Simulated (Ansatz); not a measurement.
# Si2H6O (disiloxane) at SVWN5/cc-pVDZ

Aim: the energy change on altering one bond length of Si2H6O (disiloxane) at SVWN5/cc-pVDZ, from 2 runs. 

Program for the calculation: Ansatz 0.2.0.

60 further runs of the same task are left out: 60 set aside as unsound or not needed.

### 1 The molecule

Si2H6O: 9 atoms, total charge 0, spin state singlet. SMILES: `[SiH3]O[SiH3]`. The coordinates come from a PBE0-D4/def2-TZVP relaxation.

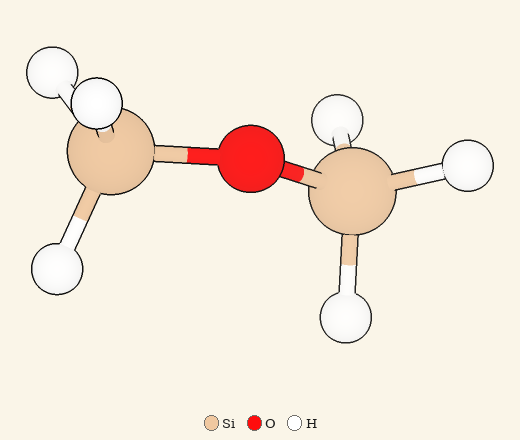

Viewed from a chosen angle; silicon light orange, oxygen red, hydrogen white.

### 2 A single-point energy at SVWN5/cc-pVDZ

job.yaml

```yaml
crystal:
  periodic: [false, false, false]
  atoms:
    - {symbol: Si, position_ang: [-0.710290, 1.052660, -0.919520]}
    - {symbol: O, position_ang: [0.425550, 0.090990, -0.245380]}
    - {symbol: Si, position_ang: [0.775570, -1.038810, 0.881750]}
    - {symbol: H, position_ang: [-1.787270, 0.226580, -1.525660]}
    - {symbol: H, position_ang: [-0.060640, 1.872420, -1.970220]}
    - {symbol: H, position_ang: [-1.306170, 1.942760, 0.111330]}
    - {symbol: H, position_ang: [2.224270, -1.343130, 0.800010]}
    - {symbol: H, position_ang: [-0.009310, -2.275600, 0.628780]}
    - {symbol: H, position_ang: [0.448290, -0.527870, 2.238910]}
basis:
  gaussian: {orbitals: cc-pVDZ}
total_charge: 0
hamiltonian: {xc: {name: SVWN5}}
accuracy: high
output: {orbitals: {seedname: orbitals}}
```

On the command line:

```
$ ansatz run job.yaml --threads 1 --pin off --max-ram 3480MiB --events-out events.jsonl --progress --plain --runs-dir runs
```

What it wrote:

```text
Warning: RAYON_NUM_THREADS=1 ignored (pool sized by the plan → 1); use --threads N
Functional definition: SVWN5
  name "SVWN5"
  exchange = slater_x
  correlation = vwn5_c
1882 factors; integrals over basis functions are off by at most 3.9e-9 eV
mean field evaluation 1: about -17816.4116 eV, gradient 5.4e1 eV
mean field evaluation 2: about -17787.9092 eV, gradient 1.3e2 eV
mean field evaluation 4: about -17821.6998 eV, gradient 2.6e0 eV
mean field evaluation 8: about -17821.7148 eV, gradient 9.3e-2 eV
mean field evaluation 16: about -17821.7148 eV, gradient 1.3e-6 eV
mean field -17821.71483571 eV, -654.9359402202 hartree, gradient 7.6e-8 eV, S^2 0.000000; 0 other end points of the search recorded, 0 dependent functions left out
reference -17821.71483933 eV, -654.9359403531 hartree; 21, 21 occupied and 59, 59 virtual orbitals, 1882 factors
Total energy: -17821.71483933 eV, -654.9359403531 hartree
```

Run time: 4.5 s. Hardware: 1 thread of Intel Xeon Platinum 8259CL at 2.50GHz (Skylake/Cascade Lake), shared host; peak memory 0.21 GiB.

### 3 The distorted shape

run.yaml

```yaml
crystal:
  periodic: [false, false, false]
  atoms:
    - {symbol: Si, position_ang: [-0.880661, 1.196907, -1.020638]}
    - {symbol: O, position_ang: [0.425550, 0.090990, -0.245380]}
    - {symbol: Si, position_ang: [0.775570, -1.038810, 0.881750]}
    - {symbol: H, position_ang: [-1.957641, 0.370827, -1.626778]}
    - {symbol: H, position_ang: [-0.231011, 2.016667, -2.071338]}
    - {symbol: H, position_ang: [-1.476541, 2.087007, 0.010212]}
    - {symbol: H, position_ang: [2.224270, -1.343130, 0.800010]}
    - {symbol: H, position_ang: [-0.009310, -2.275600, 0.628780]}
    - {symbol: H, position_ang: [0.448290, -0.527870, 2.238910]}
basis:
  gaussian:
    orbitals: cc-pVDZ
hamiltonian:
  xc: {name: SVWN5}
accuracy: high
output: {orbitals: {seedname: orbitals}}
```

On the command line:

```
$ ansatz run run.yaml --threads 1 --pin off --max-ram 3480MiB --events-out events.jsonl --progress --plain --runs-dir runs
```

What it wrote:

```text
Warning: RAYON_NUM_THREADS=1 ignored (pool sized by the plan → 1); use --threads N
[... 4 set-up lines as earlier in the session ...]
1875 factors; integrals over basis functions are off by at most 3.6e-9 eV
mean field evaluation 1: about -17815.8402 eV, gradient 5.3e1 eV
mean field evaluation 2: about -17770.7517 eV, gradient 1.5e2 eV
mean field evaluation 4: about -17821.2388 eV, gradient 3.8e0 eV
mean field evaluation 8: about -17821.2804 eV, gradient 1.7e-1 eV
mean field evaluation 16: about -17821.2805 eV, gradient 1.4e-5 eV
mean field -17821.28046885 eV, -654.9199775323 hartree, gradient 1.8e-8 eV, S^2 0.000000; 0 other end points of the search recorded, 0 dependent functions left out
reference -17821.28047254 eV, -654.9199776682 hartree; 21, 21 occupied and 59, 59 virtual orbitals, 1875 factors
Total energy: -17821.28047254 eV, -654.9199776682 hartree
```

Wall time 4.2 s (1 thread of Intel Xeon Platinum 8259CL at 2.50GHz (Skylake/Cascade Lake), shared host); peak memory 0.21 GiB.

### 4 Summary of results

Level: SVWN5/cc-pVDZ.

| quantity | value |
| --- | --- |
| first shape: total energy | -654.93594 Eh |
| first shape: HOMO energy | -7.13 eV |
| first shape: LUMO energy | -0.94 eV |
| first shape: HOMO–LUMO gap | 6.19 eV |
| distorted shape: total energy | -654.91998 Eh |
| distorted shape: HOMO energy | -6.72 eV |
| distorted shape: LUMO energy | -1.59 eV |
| distorted shape: HOMO–LUMO gap | 5.14 eV |
| energy change with the Si1–O2 bond stretched from 1.634 to 1.879 Å | 0.434 eV |

What this shows: With the Si1–O2 bond stretched from 1.634 to 1.879 Å the energy rises by 0.43 eV (10.0 kcal/mol). The first shape isn't relaxed at this level, so the change isn't measured from a minimum.
